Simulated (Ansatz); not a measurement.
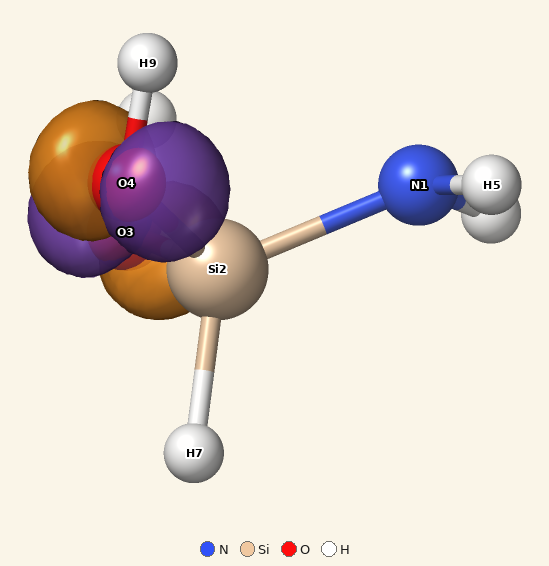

Figure 1: H₅NO₂Si (SMILES N[SiH](O)O). The HOMO−1 at ±0.3 Å⁻³ᐟ² (orange and purple are the two phases), seen from one side.

Method: Ansatz, RKS PBE-D4/def2-SVP.

```xyz
9

N    -1.2252    0.2126   -0.1801
Si    0.5126    0.2872   -0.0816
O     1.0978   -0.9098   -1.0985
O     0.9023    0.1448    1.5425
H    -1.7766    0.8062    0.4459
H    -1.6622    0.1866   -1.1056
H     1.2364    1.5161   -0.5188
H     0.6149   -1.7526   -1.0316
H     0.3885   -0.5373    2.0105
```

> Describe this orbital and give its energy.

Its weight (Hirshfeld) is mainly on O4 (about 45 %) and O3 (about 45 %); largely a combination of lone pairs on O4 and O3. Its energy is −6.86 eV.
